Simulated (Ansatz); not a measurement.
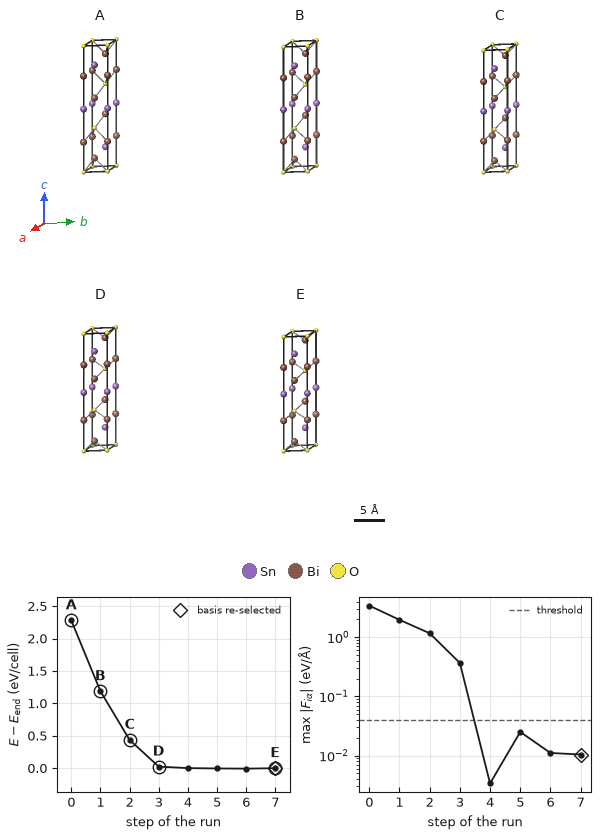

Frames of a relaxation of a crystal of SnBi2O (a generated structure, set up in R-3m) (coarse preliminary run), marked on the history of the run. The picture is a ball-and-stick view of the conventional cell (3 times the calculation's cell), seen slightly off an axis. Lengths and directions refer to the drawn axes.

Method: DFT PBE, scalar-relativistic, plane waves, PAW in Ansatz 0.2.0. Set-up: plane-wave cutoff 420 eV; k-point mesh 6 × 6 × 6; occupations gaussian; smearing width 0.1 eV; no spin polarisation; cell and atoms relaxed; force threshold 0.04 eV/Å; at most 70 steps.

**Describe the path.**

The largest moves relative to the cell, 0.59 Å, are those of Bi atoms. O and Sn stay in place. The drawn cell changes as follows: a = b 4.147 → 4.089 Å (−1.4 %), c 22.243 → 20.131 Å (−9.5 %); the volume changes by −12.0 %. Some distances before and after: Bi–O 3.200 → 2.710 Å. The space group stays R-3m (No. 166). Over 6 accepted moves (7 points after the start) the energy falls by 2.279 eV per cell of the calculation. The largest force component goes from 3.4 to 0.01 eV/Å. Pressure: 2.95 GPa at the start and 0.00 GPa at the end. At 1 point the geometry stayed and the basis and grid were re-selected for the new cell (energy shift of 6.5 meV per cell of the calculation at most each time). From step 0 to 1: Bi atoms move most (0.20 Å), volume +1.0 %, energy −1.092 eV per cell of the calculation. From step 1 to 2: Bi atoms move most (0.19 Å), volume −5.5 %, energy −0.751 eV per cell of the calculation. From step 2 to 3: Bi atoms move most (0.18 Å), volume −7.4 %, energy −0.412 eV per cell of the calculation. From step 3 to 7: Bi atoms move most (0.06 Å), volume −0.3 %, energy −24.2 meV per cell of the calculation.
